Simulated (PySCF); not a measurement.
C$_{3}$H$_{5}$F$_{3}$S$_{2}$ (SMILES CSCSC(F)(F)F)

```yaml
atoms:
  - { symbol: C, position_ang: [2.2164, 0.6467, -0.2888] }
  - { symbol: S, position_ang: [0.8349, 0.7498, 0.8799] }
  - { symbol: C, position_ang: [0.0576, -0.8396, 0.5251] }
  - { symbol: S, position_ang: [-0.7242, -0.9686, -1.1336] }
  - { symbol: C, position_ang: [-2.1871, 0.0820, -0.8399] }
  - { symbol: F, position_ang: [-3.0636, -0.0928, -1.8226] }
  - { symbol: F, position_ang: [-1.8875, 1.3775, -0.7922] }
  - { symbol: F, position_ang: [-2.7951, -0.2246, 0.3076] }
  - { symbol: H, position_ang: [1.8225, 0.4744, -1.2867] }
  - { symbol: H, position_ang: [2.7307, 1.6007, -0.2496] }
  - { symbol: H, position_ang: [2.8875, -0.1548, 0.0071] }
  - { symbol: H, position_ang: [-0.7016, -1.0210, 1.2812] }
  - { symbol: H, position_ang: [0.8052, -1.6292, 0.5335] }
```

Geometry: GFN2-xTB.

Method: PBE0/pcSseg-1, SCF density, gas phase, non-relativistic in PySCF 2.14.0.

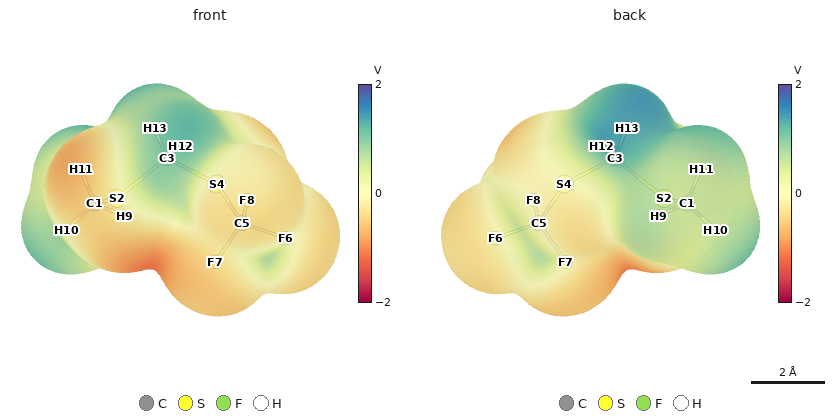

Figure 1. The molecular electrostatic potential painted on the density surface at 0.002 e/bohr³, seen from the front and from behind; red is negative and blue positive.

Question: Which sites attract a positive test charge, and which a negative one?

Answer: A positive charge is drawn to the negative regions and a negative charge to the positive ones. The most negative region (about −1.1 V) lies over S2 and F7, the most positive (about +1.5 V) over S4 and H13.

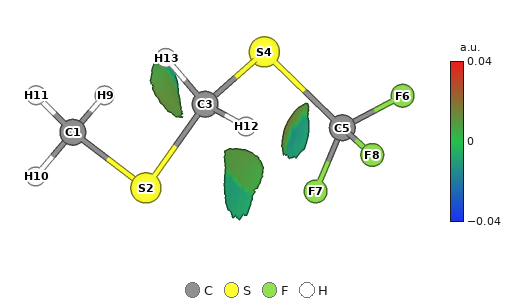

Figure 2. Non-covalent interaction (NCI) plot: the surface where the reduced density gradient is 0.6, for densities under 0.05 a.u., coloured by sign(λ₂)ρ; seen from one side.

Question: What holds or crowds the atoms apart from the covalent bonds?

Answer:
- Between H12 and C3 on one side and F8 and C5 on the other: a weak contact, attractive (blue-green) on one side and crowded (olive to red) on the other
- Between F7 and C5 on one side and S2 on the other: a weak contact, attractive (blue-green) on one side and crowded (olive to red) on the other
- Between H9 and C1 on one side and S4 and C3 on the other: a weak contact, attractive (blue-green) on one side and crowded (olive to red) on the other

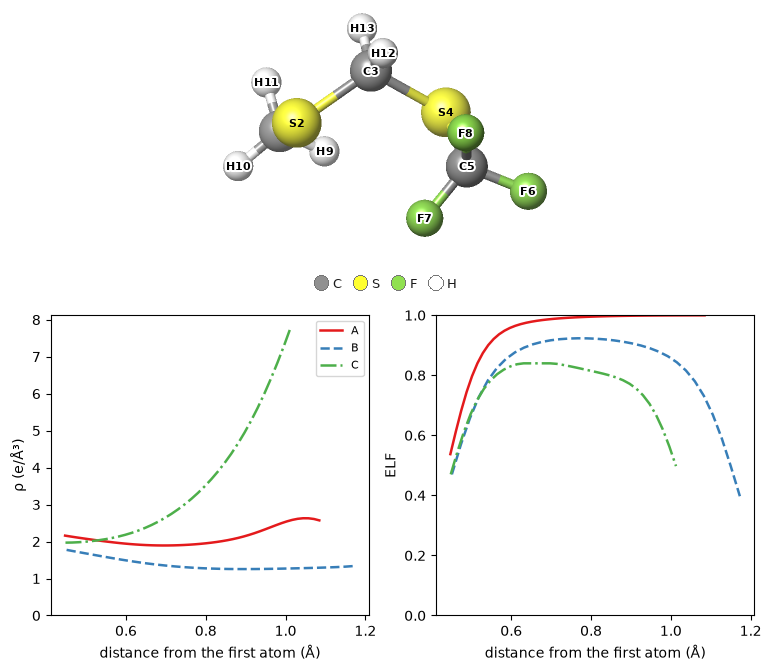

Figure 3. Electron density and ELF along straight lines between neighbouring atoms. The curves leave out the atomic cores. The structure is drawn too.

Question: Which curve belongs to which contact (C–F, C–H and C–S)? The first atom named is at distance zero.

Answer: Curve A: C–H (1.08 Å): ρ is about 2 e/Å³ halfway; the ELF climbs to about 1 towards the hydrogen, as it does in any bond to H; a covalent bond by its length. Curve B: C–S (1.80 Å): the density is about 1.3 e/Å³ at the midpoint; the ELF peaks at about 0.90 between the atoms, as expected for a covalent bond. Curve C: C–F (1.33 Å): the density is about 2.4 e/Å³ at the midpoint; the ELF peaks at about 0.85 between the atoms: a shared but strongly polarised pair.
